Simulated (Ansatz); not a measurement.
**CH₄SiZn: up Jacob's ladder to CCSD(T)**

Aim: compute CH₄SiZn with functionals from several rungs and with coupled cluster, and see how far each lands from CCSD(T) at the basis-set limit for the atomisation energy.

Program: Ansatz 0.2.0, Gaussian basis. Level of theory: functionals in def2-TZVPP, the program's frozen cores in correlated methods. These are calculated values, not measurements.

Plan: LDA (SPW92), PBE-D4, revPBE-D4, BLYP-D4, r2SCAN-D4, B97M-V, PBE0-D4, B3LYP-D4, r2SCANh-D4, r2SCAN0-D4, HSE06-D4, BHLYP-D4, CAM-B3LYP-D4, LC-ωPBE, ωB97X-V, ωB97M-V, B2PLYP, PBE-QIDH; CCSD(T)/def2-SVP; CCSD(T)/def2-TZVPP; MP2/def2-QZVPP; extrapolation to the limit; RPA on PBE.

## Step 1: Structure used throughout

All runs share one geometry, relaxed beforehand with PBE0-D4 in a triple-zeta def2 set.

7 atoms, charge 0, spin multiplicity 1.

Atoms are counted from 1 here; the program's logs count them from 0.

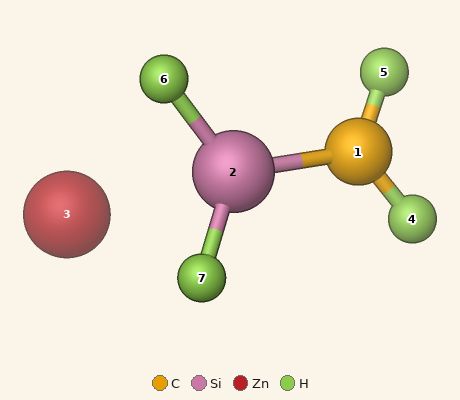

The geometry (carbon amber, silicon pink, zinc red, hydrogen green); atoms are numbered from 1 in the order of the file.

Coordinates:

```xyz
7

C    -0.9747    0.1430   -0.7362
Si    0.3775    0.4369    0.2657
Zn    1.5645   -2.1463    1.1498
H    -0.8758   -0.0179   -1.8035
H    -1.9666   -0.0146   -0.3285
H     0.2281    0.7670    1.7007
H     1.7082    0.7640   -0.2937
```

## Step 2: LDA

This LDA is Slater exchange with PW92 correlation.

Input file in.yaml:

```yaml
crystal:
  periodic: [false, false, false]
  atoms:
    - {symbol: C, position_ang: [-0.974669, 0.142961, -0.736201]}
    - {symbol: Si, position_ang: [0.377472, 0.436924, 0.265656]}
    - {symbol: Zn, position_ang: [1.564513, -2.146272, 1.149775]}
    - {symbol: H, position_ang: [-0.875765, -0.017905, -1.803463]}
    - {symbol: H, position_ang: [-1.966585, -0.014574, -0.328509]}
    - {symbol: H, position_ang: [0.228139, 0.766978, 1.700708]}
    - {symbol: H, position_ang: [1.708194, 0.763987, -0.293666]}
basis:
  gaussian: {orbitals: def2-TZVPP}
hamiltonian: {xc: lda}
output: {orbitals: {seedname: orbitals}}
```

On the command line:

```
$ ansatz run in.yaml --threads 2 --pin off --events-out ev --progress --plain --max-ram 4352MiB
```

After this run come: PBE-D4 (GGA); revPBE-D4 (GGA); BLYP-D4 (GGA); r2SCAN-D4 (meta-GGA); B97M-V (meta-GGA); PBE0-D4 (hybrid); B3LYP-D4 (hybrid); r2SCANh-D4 (hybrid); r2SCAN0-D4 (hybrid); HSE06-D4 (hybrid); BHLYP-D4 (hybrid); CAM-B3LYP-D4 (range-separated); LC-ωPBE (range-separated); ωB97X-V (range-separated); ωB97M-V (range-separated); B2PLYP (double hybrid); PBE-QIDH (double hybrid); CCSD(T) in def2-SVP; CCSD(T) in def2-TZVPP; MP2 in def2-QZVPP; RPA on PBE orbitals.

**Question.** What will the summary of the whole plan be? Wanted: atomisation energy, CCSD(T)/CBS; farthest beyond LDA; mean size of error, GGA; mean size of error, meta-GGA; mean size of error, hybrid; mean size of error, range-separated; mean size of error, double hybrid; gap, smallest and largest; T1 diagnostic.

The runs gave:

| quantity | value |
| --- | --- |
| atomisation energy, CCSD(T)/CBS | 20.042 eV |
| functionals within 0.100 eV (0.5 %) | revPBE-D4, BLYP-D4, PBE0-D4, r2SCANh-D4, HSE06-D4, CAM-B3LYP-D4, ωB97X-V, ωB97M-V |
| farthest beyond LDA | BHLYP-D4 (-0.401 eV) |
| mean size of error, GGA | 0.137 eV |
| mean size of error, meta-GGA | 0.130 eV |
| mean size of error, hybrid | 0.119 eV |
| mean size of error, range-separated | 0.120 eV |
| mean size of error, double hybrid | 0.252 eV |
| gap, smallest and largest | 2.59 eV (revPBE-D4), 8.07 eV (LC-ωPBE) |
| T1 diagnostic | 0.0158 |
| triples share of the correlation energy | 3.7 % |

LDA overbinds by 2.622 eV (13 %). PBE-D4 is off by +0.293 eV. Double hybrids carry the basis error of their MP2 part in triple zeta, and no dispersion term here, so their miss is partly the set-up's. By mean error the best rung here is hybrid (0.119 eV) and the worst beyond LDA is double hybrid (0.252 eV). The gap between the best rungs is small, so their order is not settled. Misses under about 0.100 eV are within the doubt on the reference itself, which lacks core-valence correlation, relativity and higher excitations. Hartree-Fock recovers 72 % of the binding; the rest is correlation. CCSD(T) in def2-SVP is off by -1.256 eV, more than most functionals: a good method in a small basis is no reference. The gap grows from 2.6 to 8.1 eV across the functionals, mostly with the share of exact exchange. The restricted reference is unstable towards a spin-broken one. For Zn the d shell is correlated and the shells below it are frozen.
